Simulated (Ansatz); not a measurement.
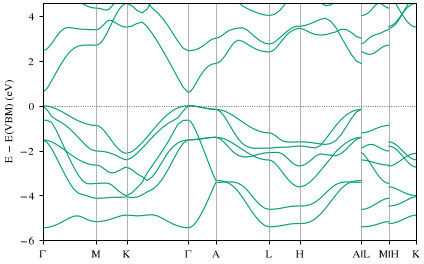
Figure. Band structure from PBEsol in the plane-wave PAW code Ansatz

Problem. Read off the gap and where the band edges lie.

Solution. About 0.6 eV (0.59 eV by a search for the band edges); maximum at Γ, minimum at Γ.

The material is ZnCdSeS in space group P3m1 (No. 156; Zn on 1b, Cd on 1a, Se on 1b, S on 1a).

The workflow started from a Materials Project entry (that database holds measured and hypothetical structures alike); the Crystallography Open Database copy checked does not list it. Whether it is the stable phase at ambient conditions was not checked. The cell was relaxed with PBEsol under the symmetry of its start; of distortions, only those at the zone centre were tested. Scalar-relativistic: spin–orbit coupling is off unless named, which matters more the heavier the elements.

Potentials: the later of the program's two PAW sets.
